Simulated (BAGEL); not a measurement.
**SiF2 (SMILES F[Si]F): HF/def2-TZVP (density fitting with qzvpp-jkfit)**

What is the vertical singlet–triplet gap of SiF2 at HF/def2-TZVP (density fitting with qzvpp-jkfit)? 

Program for the calculation: BAGEL 1.2.2.

5 further runs of the same task are left out: 5 set aside as unsound or not needed. Runs told in other sessions of the task aren't counted.

## Step 1: The molecule

The species is SiF2 (3 atoms), meant as a singlet with charge 0. As SMILES, `F[Si]F`. The shape is that of a PBE0-D4/def2-TZVP optimisation.

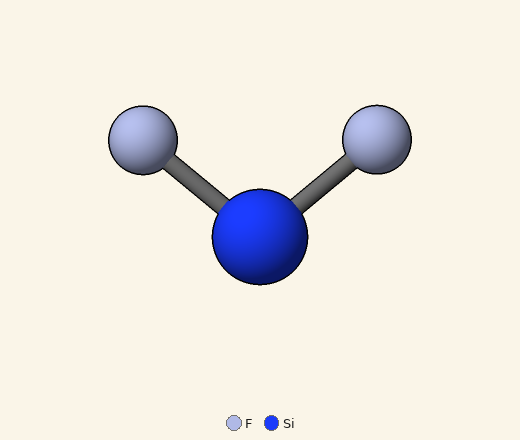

The structure, seen from a chosen angle (fluorine light blue, silicon blue).

## Step 2: The energy at HF/def2-TZVP (density fitting with qzvpp-jkfit)

File calc.json:

```json
{ "bagel" : [

{
  "title" : "molecule",
  "basis" : "def2-tzvp.json",
  "df_basis" : "qzvpp-jkfit",
  "angstrom" : true,
  "geometry" : [
    { "atom" : "F", "xyz" : [       0.166300,       1.246800,       0.229400 ] },
    { "atom" : "Si", "xyz" : [      -0.594900,      -0.046400,      -0.330100 ] },
    { "atom" : "F", "xyz" : [       0.428600,      -1.200400,       0.100700 ] }
  ]
},

{
  "title" : "hf"
},

{
  "title" : "print",
  "file" : "orbitals.molden",
  "orbitals" : true
}

]}
```

The basis set def2-TZVP is read from a file made from the Basis Set Exchange's data (not shown).

Command:

```sh
BAGEL_NUM_THREADS=1 BAGEL calc.json > calc.out
```

What it wrote:

```text
* using 1 threads per process

  ===============================================================
  ===============================================================

  *** Geometry ***

  { "atom" : "F", "xyz" : [      0.314261,      2.356111,      0.433503 ] },
  { "atom" : "Si", "xyz" : [     -1.124198,     -0.087683,     -0.623799 ] },
  { "atom" : "F", "xyz" : [      0.809937,     -2.268427,      0.190295 ] },

  Number of auxiliary basis functions:      282

  Since a DF basis is specified, we compute 2- and 3-index integrals:
    o Being stored without compression. Storage requirement is 0.022 GB

  Number of basis functions:       99
  Number of electrons      :       32

    * METHOD: MOLECULE                             0.10

  *** RHF ***

  === Nuclear Repulsion ===
   100.6584136052

      * DIIS with orbital gradients will be used.

  === RHF iteration (def2-tzvp.json) ===
      0       -487.73303016          0.02784102           0.03
      1       -487.87467814          0.02116482           0.03
      2       -488.00943749          0.00108021           0.03
      3       -488.01078494          0.00023286           0.03
      4       -488.01084794          0.00008057           0.03
      5       -488.01085492          0.00001776           0.03
      6       -488.01085521          0.00000300           0.03
      7       -488.01085522          0.00000058           0.03
      8       -488.01085522          0.00000017           0.03
      9       -488.01085522          0.00000005           0.03
     10       -488.01085522          0.00000001           0.03
     11       -488.01085522          0.00000000           0.03
    * SCF iteration converged.

    * Permanent dipole moment:
           (    0.415347,     0.032382,     0.230467) a.u.

    * METHOD: HF                                   0.50

    * METHOD: PRINT                                0.03

  ===============================================================
```

Run time: 0.77 s. Hardware: 1 thread of Arm Neoverse V1, shared host.

## Step 3: The triplet at the same level

File input.json:

```json
{ "bagel": [

{
  "title": "molecule",
  "basis": "def2-tzvp.json",
  "df_basis": "qzvpp-jkfit",
  "angstrom": "true",
  "geometry": [
    { "atom": "F", "xyz": [    0.166300,    1.246800,    0.229400 ] },
    { "atom": "Si", "xyz": [   -0.594900,   -0.046400,   -0.330100 ] },
    { "atom": "F", "xyz": [    0.428600,   -1.200400,    0.100700 ] }
  ]
},
{ "title": "uhf", "nopen": 2 },
{ "title": "print", "file": "orbitals.molden", "orbitals": "true" }

]}
```

The basis set def2-TZVP is read from a file made from the Basis Set Exchange's data (not shown).

Command:

```sh
BAGEL_NUM_THREADS=1 BAGEL input.json > input.out
```

What it wrote:

```text
* using 1 threads per process

  ===============================================================
  ===============================================================

  *** Geometry ***

  { "atom" : "F", "xyz" : [      0.314261,      2.356111,      0.433503 ] },
  { "atom" : "Si", "xyz" : [     -1.124198,     -0.087683,     -0.623799 ] },
  { "atom" : "F", "xyz" : [      0.809937,     -2.268427,      0.190295 ] },

  Number of auxiliary basis functions:      282

  Since a DF basis is specified, we compute 2- and 3-index integrals:
    o Being stored without compression. Storage requirement is 0.022 GB

  Number of basis functions:       99
  Number of electrons      :       32

    * METHOD: MOLECULE                             0.10

  *** Open-shell HF ***

  === Nuclear Repulsion ===
   100.6584136052

      * DIIS with orbital gradients will be used.

  === UHF iteration (def2-tzvp.json) ===
      0       -487.64560318          0.05232927           0.07
      1       -487.79797836          0.03933863           0.07
      2       -487.87068664          0.02627677           0.07
      3       -487.92523493          0.00106476           0.07
      4       -487.92602596          0.00033604           0.07
      5       -487.92612049          0.00011102           0.07
      6       -487.92613472          0.00003255           0.07
      7       -487.92613701          0.00000937           0.07
      8       -487.92613741          0.00000462           0.07
      9       -487.92613752          0.00000180           0.07
     10       -487.92613753          0.00000062           0.07
     11       -487.92613753          0.00000016           0.07
     12       -487.92613753          0.00000006           0.07
     13       -487.92613753          0.00000002           0.07
     14       -487.92613753          0.00000001           0.07
    * SCF iteration converged.

    * S^2 (UHF) is 2.0025

    * Permanent dipole moment:
           (    0.789851,     0.061595,     0.438274) a.u.

    * METHOD: UHF                                  1.14

    * METHOD: PRINT                                0.03

  ===============================================================
```

It took 1.4 s on 1 thread of Arm Neoverse V1, shared host.

## Step 4: Outcome

At HF/def2-TZVP (density fitting with qzvpp-jkfit):

| quantity | value |
| --- | --- |
| singlet: total energy | -488.01086 Eh |
| singlet: dipole moment | 1.21 D |
| singlet: HOMO energy | -11.02 eV |
| singlet: LUMO energy | 0.96 eV |
| singlet: HOMO–LUMO gap | 11.98 eV |
| triplet: total energy | -487.92614 Eh |
| triplet: dipole moment | 2.30 D |
| triplet: ⟨S²⟩ | 2.002 |
| vertical energy of the triplet above the singlet | 2.305 eV |

In words: At this shape the triplet lies 2.31 eV (53 kcal/mol) above the singlet.
